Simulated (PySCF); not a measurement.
# C5H10BNSi (SMILES C#CB(C)N([SiH3])C=C): what the fields show

Input file:

```
{"job": {"kind": "nmr", "xc": "PBE0", "basis": "pcSseg-1"}, "charge": 0, "multiplicity": 1}
C     -0.341292     3.293061    -0.119077
C     -0.515989     2.108473     0.009754
B     -0.785433     0.623009     0.185987
C     -2.268284     0.182167     0.539428
N      0.268975    -0.317224     0.032010
Si     0.119764    -2.038377     0.369238
C      1.507565     0.150739    -0.414297
C      2.461122    -0.571345    -0.983103
H     -0.184241     4.327469    -0.230185
H     -2.584571    -0.695907    -0.019354
H     -2.986982     0.976065     0.346758
H     -2.349580    -0.068000     1.596743
H     -0.981627    -2.234889     1.306581
H      1.372732    -2.450354     1.003375
H     -0.130095    -2.761893    -0.882462
H      1.644035     1.217402    -0.287063
H      2.365541    -1.626485    -1.170827
H      3.379601    -0.107595    -1.295161
```

Run with:

```sh
OMP_NUM_THREADS=1 python probes_run.py task.json out
```

Geometry: GFN2-xTB.

The calculation used PBE0/pcSseg-1, SCF density, gas phase, non-relativistic (PySCF 2.14.0).

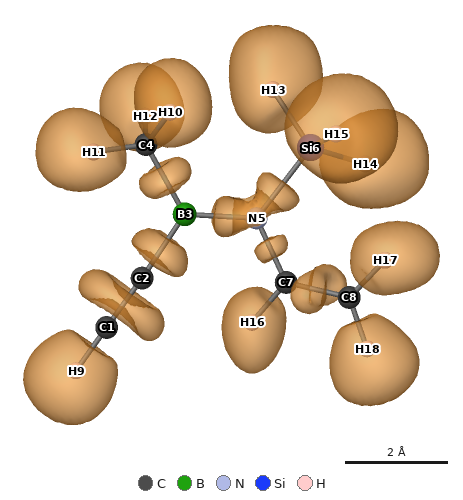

Figure 1. Isosurface of the ELF at 0.8 (orange), seen across its widest extent. Core shells and regions of very low density are left out.

Describe the localisation domains.

Answer. The surface consists of two regions between bonded B–C atoms (shared pairs), two regions between bonded C–C atoms (shared pairs), one region between bonded C–N atoms (shared pairs), ten regions around hydrogen nuclei and one region on N in which the atom's valence shell and bonds are merged.


C–C (1.20 Å): the ELF peaks at about 0.85 between the atoms; a multiple bond. C–N (1.40 Å): the ELF peaks at about 0.90 between the atoms; a covalent bond.

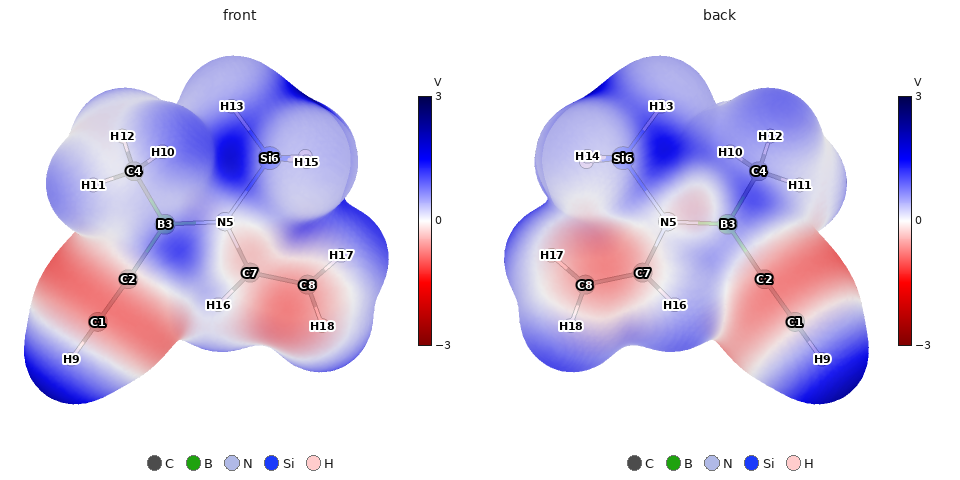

Figure 2. The molecular electrostatic potential painted on the density surface at 0.004 e/bohr³, seen from the front and from behind; red is negative and blue positive.

Which sites attract a positive test charge, and which a negative one?

Answer. A positive charge is drawn to the negative regions and a negative charge to the positive ones. The most negative region (about −0.9 V, or −21 kcal/mol for a unit charge) lies over C1, C2 and C8, the most positive (about +2.2 V, or +51 kcal/mol for a unit charge) over Si6 and H9.

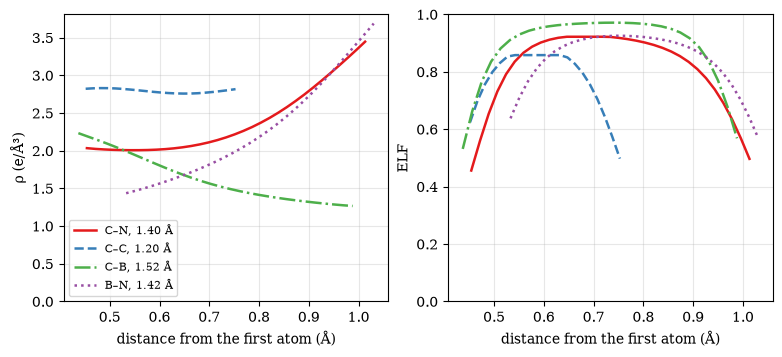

Figure 3. Total electron density and electron localisation function along straight lines between neighbouring atoms. The curves leave out the atomic cores.

What can be read from the curves?

Answer. C–N (1.40 Å): ρ at the midpoint is about 2.1 e/Å³; the ELF peaks at about 0.90 between the atoms; a covalent bond.
C–C (1.20 Å): ρ at the midpoint is about 2.8 e/Å³; the ELF peaks at about 0.85 between the atoms: a multiple bond.
C–B (1.52 Å): the density is about 1.5 e/Å³ at the midpoint; the ELF peaks at about 1 between the atoms; localised, covalent bonding.
B–N (1.42 Å): ρ at the midpoint is about 1.8 e/Å³; the ELF peaks at about 0.95 between the atoms: a polar covalent bond.
